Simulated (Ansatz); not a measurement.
## Abstraction of F: SnHF3 + GeHF2 → SnHF2 + GeHF3

Species: SnHF3 `[F][SnH]([F])[F]`, singlet; GeHF2 `[F][GeH][F]`, doublet; SnHF2 `[F][SnH][F]`, doublet; GeHF3 `[F][GeH]([F])[F]`, singlet. A radical takes F: the energy is the difference in strength between the Sn–F bond broken and the Ge–F bond made.

Shapes, held fixed at every level: PBE0-D4/def2-TZVP. Programs: Ansatz 0.2.0. The zero-point and thermal change to 298 K, harmonic and unscaled (PBE0-D4/def2-TZVP), is +1.0 kJ/mol.

```
               level                    kind  ΔH(298 K) (kJ/mol)  less CCSD(T)/def2-TZVPP  CPU time (sum over the molecules)
      MP2/def2-TZVPP     perturbation theory               -78.5                     -0.7                                  –
    SPW92/def2-TZVPP                     LDA               -76.3                     +1.5                               10 s
r2SCAN-D4/def2-TZVPP                meta-GGA               -73.0                     +4.8                               35 s
  wB97M-V/def2-TZVPP  range-separated hybrid               -69.0                     +8.8                               78 s
  wB97X-V/def2-TZVPP  range-separated hybrid               -68.8                     +9.0                               53 s
   B2PLYP/def2-TZVPP           double hybrid               -73.8                     +4.0                               38 s
     CCSD/def2-TZVPP   coupled cluster or CI               -79.4                     -1.6                                  –
  CCSD(T)/def2-TZVPP   coupled cluster or CI               -77.8                      0.0                            6.4 min
```

The highest level, CCSD(T)/def2-TZVPP, gives ΔH(298 K) = -77.8 kJ/mol; the levels span -79.4 to -68.8. The column of differences is taken from that level and isn't an error. No measured value is set beside it here. Open shells run unrestricted. For atoms past krypton def2 sets carry core potentials with scalar relativity. Relativity is left out for Ge. Outer-core shells of Ge, Sn are correlated, in sets that cover them unevenly. Times are processor times on shared x86 and Arm servers, and rough.

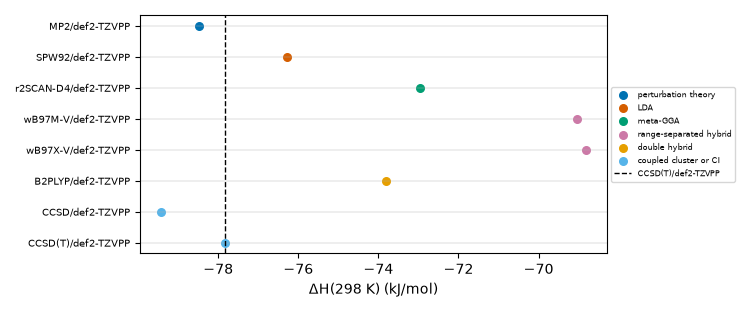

The values of the table, level by level.
